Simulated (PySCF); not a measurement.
# C3H9NSSi2: the cost of one run

Computed with PySCF 2.14.0 and routines of our own; the level stands in each step. Atoms count from 0.

## (1) The system as given

16 atoms, charge 0, multiplicity 1; geometry from: GFN2-xTB.

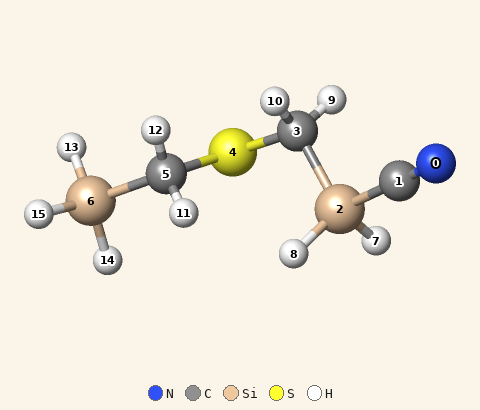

The starting geometry (nitrogen blue, carbon grey, silicon light orange, sulfur yellow, hydrogen white).

## (2) Magnetic properties: GIAO CAM-B3LYP/pcSseg-1

Job settings and geometry (Å):

```
{"job": {"kind": "mag", "xc": "CAM-B3LYP", "basis": "pcSseg-1", "isotopologues": 2}, "charge": 0, "multiplicity": 1}
N     -4.572248     0.958450    -0.956440
C     -3.650988     0.388326    -0.584580
Si    -2.148497    -0.539480     0.023546
C     -1.159962     0.712818     1.060797
S      0.415813    -0.033442     1.622318
C      1.429019     0.203375     0.134080
Si     3.164474    -0.538392     0.409531
H     -2.587564    -1.656390     0.855504
H     -1.416490    -0.965361    -1.172604
H     -1.690464     0.978581     1.973992
H     -0.917208     1.635871     0.535624
H      0.921198    -0.276904    -0.700960
H      1.480472     1.274370    -0.060779
H      3.769519     0.098866     1.575475
H      3.023789    -1.978729     0.612459
H      3.931540    -0.253015    -0.804407
```

Level: GIAO CAM-B3LYP/pcSseg-1 magnetisability, rotational g tensor and spin-rotation constants, non-relativistic, gas phase.

Run with:

```
$ OMP_NUM_THREADS=1 python excited_run.py task.json out
```

One launch serves the whole session: the jobs run in the order shown.

Q: Estimate the wall time and peak memory of this first job on 1 thread of Arm Neoverse N1, shared host.

About 72 s, with a peak of 0.96 GiB.
